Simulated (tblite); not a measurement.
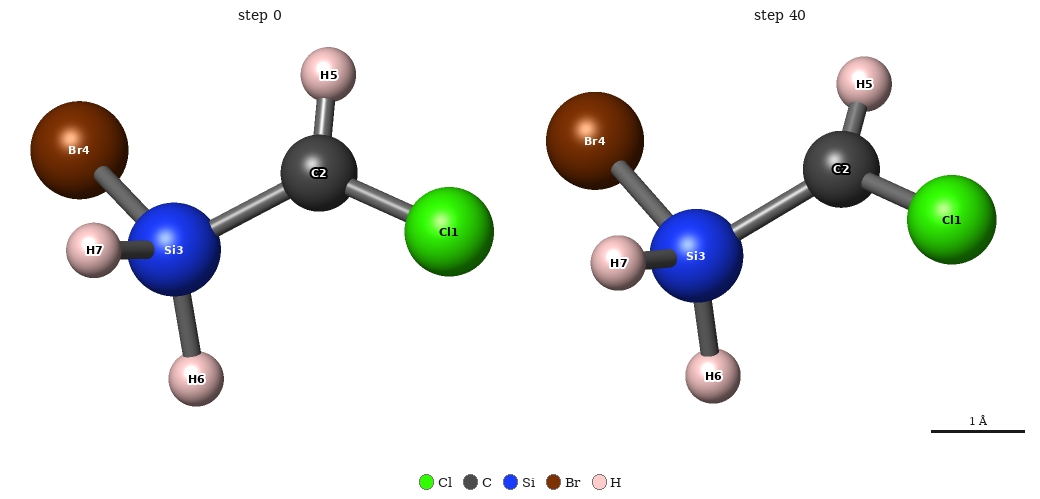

The structure of CH₃BrClSi (multiplicity 2) before (left) and after (right) a relaxation, at one scale.

Style: ball-and-stick. Shown at a tilt.

The calculation used tblite 0.8.0, GFN2-xTB geometry optimisation, gas phase. 

Question: What changed between the two?

Answer: The energy falls by 11.0 kJ/mol in 40 geometry steps. The atom that moves furthest after the best rigid fit is H5 (0.39 Å). Largest moves by element: H 0.39 Å, Cl 0.38 Å, Br 0.22 Å, Si 0.08 Å, C 0.08 Å. Near-neighbour distances that change, for instance: C2–Si3 1.814 → 1.849 Å, Si3–H6 1.488 → 1.458 Å, Si3–H7 1.483 → 1.457 Å, Si3–Br4 2.199 → 2.217 Å. Bond angles that change, for instance: Cl1–C2–Si3 129.1° → 121.7°, C2–Si3–Br4 109.1° → 103.2°, Si3–C2–H5 118.9° → 124.3°. Groups turn about C2–Si3 by about 25°. The run took 0.19 s on 1 thread of Arm Neoverse V1, with other jobs on the host.
